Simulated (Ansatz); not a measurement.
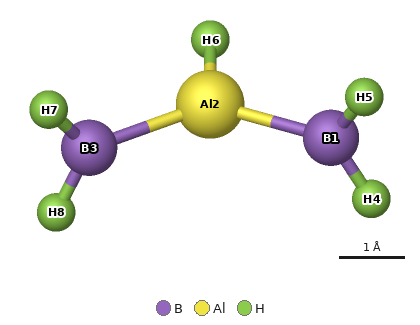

*The structure as given in the input (ball-and-stick view, seen at a tilt; atoms are numbered from 1 in the order of the input). Sticks mark near contacts.*

Bond lengths as drawn: Al–B 2.12 Å, Al–H 1.62 Å and B–H 1.20 Å.

Nudged elastic band, with input and output: AlB2H5

- system: AlB2H5, SMILES [BH2][AlH][BH2]
- method: RKS B3LYP-D4/6-31G (Ansatz 0.2.0)

It belongs to a series of runs on one base structure; here: band between the two ends. Figures and captions count atoms from 1; the log counts them from 0 in places.

**The program's output**
```
Engine: ansatz 0.2.0, x86_64-unknown-linux-gnu
Functional definition: B3LYP
  parameter a0 = 0.2
  parameter ax = 0.72
  parameter ac = 0.81
  exchange = (1 - a0 - ax)*slater_x + ax*b88_x + a0*exact_x
  correlation = (1 - ac)*vwn_rpa_c + ac*lyp_c
582 factors; integrals over basis functions are off by at most 2.3e-4 eV
mean field evaluation 1: about -8026.7078 eV, gradient 1.8e1 eV
mean field evaluation 2: about -8027.4359 eV, gradient 1.2e1 eV
mean field evaluation 4: about -8027.9553 eV, gradient 2.8e-1 eV
mean field evaluation 8: about -8027.9518 eV, gradient 7.3e-4 eV
mean field -8027.95178605 eV, -295.0217865962 hartree, gradient 4.7e-5 eV, S^2 0.000000; 0 other end points of the search recorded, 0 dependent functions left out
the calculation of the forces begins
reference -8027.95205758 eV, -295.0217965748 hartree; 14, 14 occupied and 27, 27 virtual orbitals, 582 factors
582 factors; integrals over basis functions are off by at most 2.3e-4 eV
mean field evaluation 16: about -8027.9553 eV, gradient 2.8e-1 eV
mean field -8027.95177330 eV, -295.0217861275 hartree, gradient 5.2e-5 eV, S^2 0.000000; 0 other end points of the search recorded, 0 dependent functions left out
[... from here on the field's lines of each further geometry are left out, up to the last ...]
NEB iter   1: max|band force component| = 8.582e1 eV/Å  barrier→ = 29.9123 eV  barrier← = 29.9124 eV  Δτ_max = 0.1920 Å  (209 SCF iters)
NEB iter   2: max|band force component| = 1.666e1 eV/Å  barrier→ = 9.1664 eV  barrier← = 9.1665 eV  Δτ_max = 0.1967 Å  (197 SCF iters)
NEB iter   3: max|band force component| = 1.171e1 eV/Å  barrier→ = 6.0188 eV  barrier← = 6.0189 eV  Δτ_max = 0.1921 Å  (198 SCF iters)
NEB iter   4: max|band force component| = 5.780e0 eV/Å  barrier→ = 3.6645 eV  barrier← = 3.6646 eV  Δτ_max = 0.1968 Å  (196 SCF iters)
NEB iter   5: max|band force component| = 4.171e0 eV/Å  barrier→ = 2.8001 eV  barrier← = 2.8002 eV  Δτ_max = 0.1945 Å  (193 SCF iters)
NEB iter   6: max|band force component| = 2.664e0 eV/Å  barrier→ = 1.6568 eV  barrier← = 1.6569 eV  Δτ_max = 0.2000 Å  (191 SCF iters)
NEB iter   7: max|band force component| = 3.326e0 eV/Å  barrier→ = 1.0139 eV  barrier← = 1.0140 eV  Δτ_max = 0.1003 Å  (186 SCF iters)
NEB iter   8: max|band force component| = 2.166e0 eV/Å  barrier→ = 0.5516 eV  barrier← = 0.5517 eV  Δτ_max = 0.1030 Å  (175 SCF iters)
NEB iter   9: max|band force component| = 1.406e0 eV/Å  barrier→ = 0.4036 eV  barrier← = 0.4037 eV  Δτ_max = 0.0997 Å  (177 SCF iters)
NEB iter  10: max|band force component| = 1.089e0 eV/Å  barrier→ = 0.3695 eV  barrier← = 0.3696 eV  Δτ_max = 0.1017 Å  (179 SCF iters)
NEB iter  11: max|band force component| = 1.178e0 eV/Å  barrier→ = 0.3587 eV  barrier← = 0.3588 eV  Δτ_max = 0.0499 Å  (185 SCF iters)
NEB iter  12: max|band force component| = 5.061e-1 eV/Å  barrier→ = 0.3161 eV  barrier← = 0.3162 eV  Δτ_max = 0.1002 Å  (175 SCF iters)
NEB iter  13: max|band force component| = 1.625e-1 eV/Å  barrier→ = 0.2795 eV  barrier← = 0.2796 eV  Δτ_max = 0.1987 Å  (172 SCF iters)
NEB iter  14: max|band force component| = 3.105e-1 eV/Å  barrier→ = 0.2441 eV  barrier← = 0.2442 eV  Δτ_max = 0.1002 Å  (180 SCF iters)
NEB iter  15: max|band force component| = 3.122e-1 eV/Å  barrier→ = 0.2360 eV  barrier← = 0.2361 eV  Δτ_max = 0.0501 Å  (170 SCF iters)
NEB iter  16: max|band force component| = 2.130e-1 eV/Å  barrier→ = 0.2323 eV  barrier← = 0.2324 eV  Δτ_max = 0.0501 Å  (175 SCF iters)
NEB iter  17: max|band force component| = 1.788e-1 eV/Å  barrier→ = 0.2304 eV  barrier← = 0.2305 eV  Δτ_max = 0.0500 Å  (170 SCF iters)
NEB iter  18: max|band force component| = 1.929e-1 eV/Å  barrier→ = 0.2237 eV  barrier← = 0.2238 eV  Δτ_max = 0.0251 Å  (178 SCF iters)
NEB iter  19: max|band force component| = 7.980e-2 eV/Å  barrier→ = 0.2197 eV  barrier← = 0.2198 eV  Δτ_max = 0.0500 Å  (173 SCF iters)
NEB iter  20: max|band force component| = 7.132e-2 eV/Å  barrier→ = 0.2151 eV  barrier← = 0.2152 eV  Δτ_max = 0.0500 Å  (174 SCF iters)
NEB iter  21: max|band force component| = 6.293e-2 eV/Å  barrier→ = 0.2131 eV  barrier← = 0.2132 eV  Δτ_max = 0.0500 Å  (171 SCF iters)
the calculation of the forces begins
reference -8027.93061240 eV, -295.0210084788 hartree; 14, 14 occupied and 27, 27 virtual orbitals, 582 factors
582 factors; integrals over basis functions are off by at most 2.3e-4 eV
mean field -8027.74074298 eV, -295.0140309066 hartree, gradient 1.7e-5 eV, S^2 0.000000; 1 other end points of the search recorded, 0 dependent functions left out
the calculation of the forces begins
reference -8027.74101330 eV, -295.0140408405 hartree; 14, 14 occupied and 27, 27 virtual orbitals, 582 factors
NEB iter  22: max|band force component| = 4.800e-2 eV/Å  barrier→ = 0.2116 eV  barrier← = 0.2117 eV  Δτ_max = 0.0000 Å  (341 SCF iters)
```

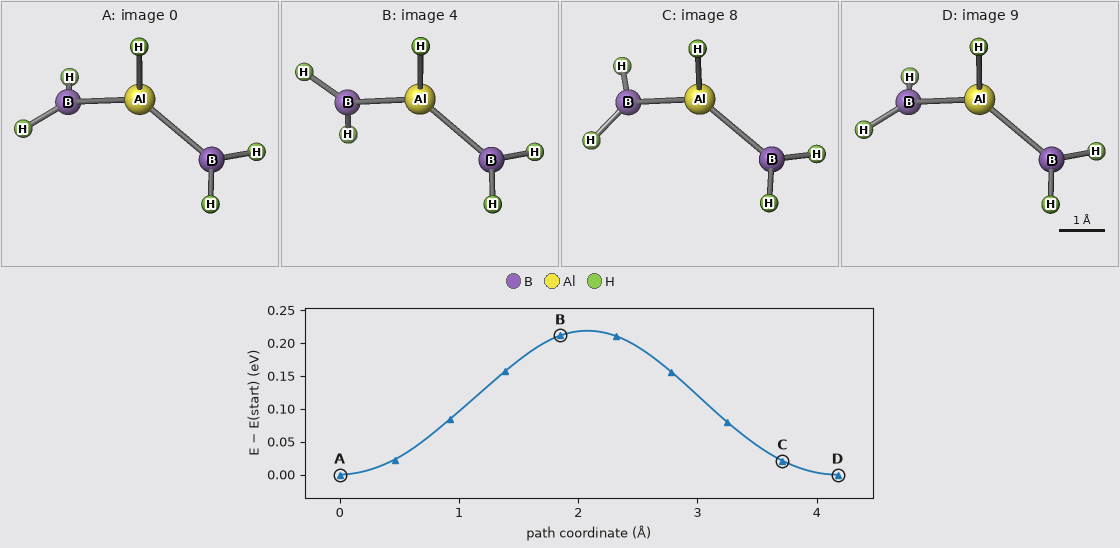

*Images of the last band (counted from 0; ball-and-stick, seen at a tilt) above the energy along the path; the line is a cubic interpolation that uses the forces.*

The highest image is number 4, 0.212 eV above the start and 0.212 eV above the end; start and end have the same energy. The path is 4.18 Å long. The band converged in 22 iterations.

```
Total energy: -8027.90853509 eV, -295.0201971528 hartree
Atom 0 at    -1.029021     0.878209    -1.345406 Å, force    -0.005344     0.004173     0.003840 eV/Å
Atom 1 at    -0.027337     0.517229     0.486148 Å, force     0.016463    -0.008695    -0.011245 eV/Å
Atom 2 at     1.083911    -1.311703     0.922936 Å, force    -0.027125     0.012787     0.000265 eV/Å
Atom 3 at    -2.158443     0.503045    -1.521707 Å, force     0.008860     0.013315    -0.007301 eV/Å
Atom 4 at    -0.547361     1.450508    -2.284672 Å, force     0.009989    -0.010243     0.000528 eV/Å
Atom 5 at    -0.133195     1.656546     1.633906 Å, force    -0.024961    -0.013222     0.017690 eV/Å
Atom 6 at     1.769816    -1.420227     1.899339 Å, force     0.045541     0.020846    -0.015324 eV/Å
Atom 7 at     1.041629    -2.273627     0.209455 Å, force    -0.023424    -0.018960     0.011546 eV/Å
Dipole moment:     0.040733    -0.113401    -0.057714 e Å
this run last wrote the band of iteration 22 to [file]
```

**The last band as extended XYZ (Å, eV, eV/Å)**
```
8
Properties=species:S:1:pos:R:3:forces:R:3 image=0 energy=-8028.11990
B    -1.0988    0.8611   -1.3043   -0.0013   0.0038   0.0036
Al    0.0368    0.4974    0.4517    0.0107   0.0043  -0.0114
B     1.0636   -1.3036    0.9063   -0.0018  -0.0025   0.0101
H    -2.2721    0.6194   -1.3750   -0.0013  -0.0028  -0.0015
H    -0.6154    1.3244   -2.3003    0.0013  -0.0032  -0.0002
H     0.1351    1.7037    1.5327   -0.0043  -0.0011   0.0066
H     2.2066   -1.4919    0.5921   -0.0041   0.0011  -0.0064
H     0.5443   -2.2105    1.4967    0.0009   0.0005  -0.0008
8
Properties=species:S:1:pos:R:3:forces:R:3 image=1 energy=-8028.09695
B    -1.0941    0.8682   -1.3004   -0.0105  -0.0043   0.0043
Al    0.0862    0.5225    0.4285   -0.0076  -0.0076   0.0048
B     1.0709   -1.3051    0.8944    0.0160   0.0075  -0.0008
H    -2.2678    0.6078   -1.2745    0.0128   0.0091  -0.0217
H    -0.6961    1.3094   -2.3413    0.0175   0.0028   0.0036
H     0.1655    1.7176    1.5229   -0.0211  -0.0080   0.0153
H     2.2652   -1.4207    0.8770   -0.0034  -0.0081  -0.0633
H     0.4702   -2.2997    1.1934   -0.0037   0.0086   0.0578
8
Properties=species:S:1:pos:R:3:forces:R:3 image=2 energy=-8028.03588
B    -1.1079    0.8740   -1.2848   -0.0070   0.0137   0.0012
Al    0.1307    0.5424    0.4032   -0.0028   0.0013   0.0176
B     1.0663   -1.3216    0.8882    0.0358  -0.0446  -0.0054
H    -2.2779    0.6067   -1.1870    0.0171   0.0153  -0.0311
H    -0.7780    1.3097   -2.3512    0.0226  -0.0112   0.0024
H     0.2706    1.7598    1.4671   -0.0494  -0.0210   0.0241
H     2.2297   -1.4093    1.1703    0.0104   0.0109  -0.1047
H     0.4665   -2.3617    0.8942   -0.0267   0.0355   0.0960
8
Properties=species:S:1:pos:R:3:forces:R:3 image=3 energy=-8027.96275
B    -1.0549    0.8795   -1.3194    0.0027   0.0006  -0.0024
Al    0.0504    0.5384    0.4563   -0.0057  -0.0096  -0.0071
B     1.0686   -1.3183    0.9044    0.0024   0.0017   0.0108
H    -2.2211    0.5806   -1.3496    0.0215   0.0110  -0.0141
H    -0.6348    1.3434   -2.3417    0.0176   0.0082  -0.0056
H     0.0479    1.7119    1.5744   -0.0447  -0.0197   0.0304
H     2.0556   -1.3580    1.5839    0.0661   0.0242  -0.0814
H     0.6884   -2.3776    0.4916   -0.0599  -0.0165   0.0694
8
Properties=species:S:1:pos:R:3:forces:R:3 image=4 energy=-8027.90827
B    -1.0290    0.8782   -1.3454   -0.0053   0.0042   0.0038
Al   -0.0273    0.5172    0.4861    0.0165  -0.0087  -0.0112
B     1.0839   -1.3117    0.9229   -0.0271   0.0128   0.0003
H    -2.1584    0.5030   -1.5217    0.0089   0.0133  -0.0073
H    -0.5474    1.4505   -2.2847    0.0100  -0.0102   0.0005
H    -0.1332    1.6565    1.6339   -0.0250  -0.0132   0.0177
H     1.7698   -1.4202    1.8993    0.0455   0.0208  -0.0153
H     1.0416   -2.2736    0.2095   -0.0234  -0.0190   0.0115
8
Properties=species:S:1:pos:R:3:forces:R:3 image=5 energy=-8027.90907
B    -1.0484    0.8619   -1.3355    0.0065   0.0166  -0.0201
Al   -0.0625    0.5050    0.5048    0.0062  -0.0128  -0.0009
B     1.0822   -1.3068    0.9240   -0.0152   0.0176  -0.0106
H    -2.1646    0.5070   -1.5974   -0.0151  -0.0020   0.0184
H    -0.4969    1.4460   -2.2319   -0.0070  -0.0188   0.0087
H    -0.1367    1.6608    1.6385    0.0161   0.0073  -0.0048
H     1.4773   -1.5669    2.0250   -0.0339  -0.0237   0.0146
H     1.3495   -2.1071    0.0726    0.0424   0.0158  -0.0052
8
Properties=species:S:1:pos:R:3:forces:R:3 image=6 energy=-8027.96367
B    -1.0712    0.8476   -1.3219   -0.0276   0.0001   0.0100
Al   -0.0493    0.5041    0.5036    0.0066  -0.0093  -0.0079
B     1.0673   -1.3029    0.9238    0.0055   0.0191  -0.0171
H    -2.1940    0.5160   -1.5822   -0.0084   0.0018   0.0220
H    -0.5012    1.4146   -2.2176   -0.0051  -0.0180  -0.0038
H    -0.0421    1.6996    1.5990    0.0415   0.0130  -0.0216
H     1.1868   -1.7385    2.0338   -0.0929  -0.0549   0.0087
H     1.6038   -1.9405    0.0616    0.0803   0.0483   0.0097
8
Properties=species:S:1:pos:R:3:forces:R:3 image=7 energy=-8028.03941
B    -1.0884    0.8456   -1.3088   -0.0184  -0.0040   0.0025
Al   -0.0212    0.5020    0.4923    0.0078  -0.0065  -0.0128
B     1.0556   -1.3012    0.9187   -0.0007   0.0177   0.0067
H    -2.2244    0.5369   -1.5347   -0.0105   0.0047   0.0249
H    -0.5248    1.3884   -2.2229   -0.0114  -0.0179  -0.0013
H     0.0540    1.7189    1.5616    0.0411   0.0119  -0.0195
H     0.9085   -1.9073    1.9430   -0.0863  -0.0552  -0.0309
H     1.8405   -1.7832    0.1509    0.0785   0.0492   0.0304
8
Properties=species:S:1:pos:R:3:forces:R:3 image=8 energy=-8028.09857
B    -1.0982    0.8533   -1.3024   -0.0071  -0.0076   0.0051
Al    0.0085    0.4978    0.4727    0.0132   0.0027  -0.0037
B     1.0535   -1.3028    0.9120   -0.0100   0.0067   0.0158
H    -2.2530    0.5738   -1.4619   -0.0098   0.0053   0.0150
H    -0.5644    1.3628   -2.2506   -0.0086  -0.0079  -0.0105
H     0.1197    1.7157    1.5394    0.0196   0.0026  -0.0113
H     0.6857   -2.0667    1.7615   -0.0387  -0.0275  -0.0405
H     2.0481   -1.6339    0.3292    0.0414   0.0258   0.0301
8
Properties=species:S:1:pos:R:3:forces:R:3 image=9 energy=-8028.12000
B    -1.0970    0.8587   -1.3011   -0.0002   0.0008  -0.0002
Al    0.0425    0.5068    0.4547   -0.0003  -0.0002   0.0001
B     1.0608   -1.3005    0.9042    0.0008  -0.0012   0.0005
H    -2.2696    0.6124   -1.3685   -0.0001   0.0000  -0.0001
H    -0.6158    1.3130   -2.3024    0.0002  -0.0001   0.0008
H     0.1412    1.7118    1.5372    0.0005  -0.0014  -0.0013
H     0.5415   -2.2008    1.5045    0.0001   0.0009  -0.0002
H     2.1963   -1.5014    0.5715   -0.0009   0.0012   0.0004
```

The run was set up as follows.

**Input**
```yaml
crystal:
  periodic: [false, false, false]
  atoms:
    - { symbol: B, position_ang: [-1.098805, 0.861108, -1.304254] }
    - { symbol: Al, position_ang: [0.036828, 0.4974, 0.451682] }
    - { symbol: B, position_ang: [1.06358, -1.303636, 0.9063] }
    - { symbol: H, position_ang: [-2.272145, 0.619359, -1.37497] }
    - { symbol: H, position_ang: [-0.615447, 1.324448, -2.300286] }
    - { symbol: H, position_ang: [0.13508, 1.703651, 1.532678] }
    - { symbol: H, position_ang: [2.206565, -1.49189, 0.592136] }
    - { symbol: H, position_ang: [0.544344, -2.21046, 1.496714] }
basis:
  gaussian: { orbitals: "6-31G" }
hamiltonian:
  xc: b3lyp
  dispersion: d4
neb:
  order_check: false
  images: 8
  f_tol: 0.05
  max_iterations: 60
  climbing: false
  final_atoms:
    - { symbol: B, position_ang: [-1.0969509, 0.8587233, -1.30112919] }
    - { symbol: Al, position_ang: [0.04247983, 0.50678149, 0.4547468] }
    - { symbol: B, position_ang: [1.06080547, -1.3005247, 0.90416811] }
    - { symbol: H, position_ang: [-2.26962104, 0.61236977, -1.36850905] }
    - { symbol: H, position_ang: [-0.61581806, 1.31302574, -2.30238963] }
    - { symbol: H, position_ang: [0.14124112, 1.71182762, 1.53719151] }
    - { symbol: H, position_ang: [0.5415348, -2.20080306, 1.50445285] }
    - { symbol: H, position_ang: [2.19632877, -1.50142017, 0.57146859] }
  initial_path:
    images:
      - { positions_ang: [[-1.098805, 0.861108, -1.304254], [0.036828, 0.4974, 0.451682], [1.06358, -1.303636, 0.9063], [-2.272145, 0.619359, -1.37497], [-0.615447, 1.324448, -2.300286], [0.13508, 1.703651, 1.532678], [2.206565, -1.49189, 0.592136], [0.544344, -2.21046, 1.496714]] }
      - { positions_ang: [[-1.11088753, 0.86701044, -1.29841932], [0.07402746, 0.49247795, 0.41196625], [1.04000913, -1.31197927, 0.93061598], [-2.13903448, 0.49239867, -1.49816747], [-0.80706487, 1.46997642, -2.14242703], [0.27382346, 1.71622663, 1.41744196], [1.81512004, -1.59342438, 0.8803233], [0.8540068, -2.13270646, 1.29866634]] }
      - { positions_ang: [[-1.12297006, 0.87291289, -1.29258465], [0.11122691, 0.4875559, 0.3722505], [1.01643826, -1.32032254, 0.95493196], [-2.00592397, 0.36543834, -1.62136494], [-0.99868274, 1.61550484, -1.98456806], [0.41256691, 1.72880226, 1.30220591], [1.42367508, -1.69495876, 1.16851059], [1.16366961, -2.05495293, 1.10061868]] }
      - { positions_ang: [[-1.1350526, 0.87881533, -1.28674997], [0.14842637, 0.48263384, 0.33253474], [0.99286739, -1.32866581, 0.97924795], [-1.87281345, 0.23847801, -1.74456241], [-1.1903006, 1.76103326, -1.82670909], [0.55131037, 1.74137789, 1.18696987], [1.03223012, -1.79649314, 1.45669789], [1.47333241, -1.97719939, 0.90257102]] }
      - { positions_ang: [[-1.14713513, 0.88471777, -1.2809153], [0.18562582, 0.47771179, 0.29281899], [0.96929652, -1.33700907, 1.00356393], [-1.73970294, 0.11151768, -1.86775987], [-1.38191847, 1.90656169, -1.66885011], [0.69005383, 1.75395353, 1.07173382], [0.64078516, -1.89802753, 1.74488518], [1.78299521, -1.89944585, 0.70452336]] }
      - { positions_ang: [[-1.14692912, 0.88445281, -1.2805681], [0.18625381, 0.47875418, 0.29315953], [0.96898824, -1.33666337, 1.00332705], [-1.7394225, 0.1107411, -1.86704199], [-1.3819597, 1.90529255, -1.66908385], [0.6907384, 1.75486204, 1.07223532], [0.4557818, -1.97679564, 1.84625372], [1.96654907, -1.82066365, 0.60171832]] }
      - { positions_ang: [[-1.13443456, 0.87802043, -1.28570837], [0.15031031, 0.48576101, 0.33355634], [0.99194255, -1.32762871, 0.97853732], [-1.87197214, 0.23614827, -1.74240875], [-1.19042429, 1.75722584, -1.8274103], [0.55336408, 1.74410343, 1.18847437], [0.47722005, -2.0327975, 1.76080351], [2.023994, -1.74085278, 0.59415589]] }
      - { positions_ang: [[-1.12194001, 0.87158805, -1.29084864], [0.11436682, 0.49276784, 0.37395316], [1.01489685, -1.31859404, 0.95374758], [-2.00452177, 0.36155544, -1.61777552], [-0.99888888, 1.60915914, -1.98573674], [0.41598976, 1.73334483, 1.30471341], [0.4986583, -2.08879935, 1.67535329], [2.08143892, -1.66104191, 0.58659346]] }
      - { positions_ang: [[-1.10944545, 0.86515567, -1.29598892], [0.07842333, 0.49977466, 0.41434998], [1.03785116, -1.30955937, 0.92895784], [-2.13707141, 0.4869626, -1.49314228], [-0.80735347, 1.46109244, -2.14406318], [0.27861544, 1.72258622, 1.42095246], [0.52009655, -2.1448012, 1.58990307], [2.13888385, -1.58123104, 0.57903103]] }
      - { positions_ang: [[-1.0969509, 0.8587233, -1.30112919], [0.04247983, 0.50678149, 0.4547468], [1.06080547, -1.3005247, 0.90416811], [-2.26962104, 0.61236977, -1.36850905], [-0.61581806, 1.31302574, -2.30238963], [0.14124112, 1.71182762, 1.53719151], [0.5415348, -2.20080306, 1.50445285], [2.19632877, -1.50142017, 0.57146859]] }
```

Run as:
```bash
ansatz run input.yaml --threads 1 --pin off --max-ram 2048MiB --backend cpu --events-out ev --progress --plain --runs-dir out
```

**Key numbers**

- outcome: converged
- barrier, forward: 0.212 eV
- barrier, backward: 0.212 eV
- hardware: 1 thread of Intel Xeon (Sapphire Rapids), 192 GiB of memory available, shared host
- wall time: 5 min
- peak memory: 0.12 GiB

**Remarks**

The order of the saddle point was not checked.
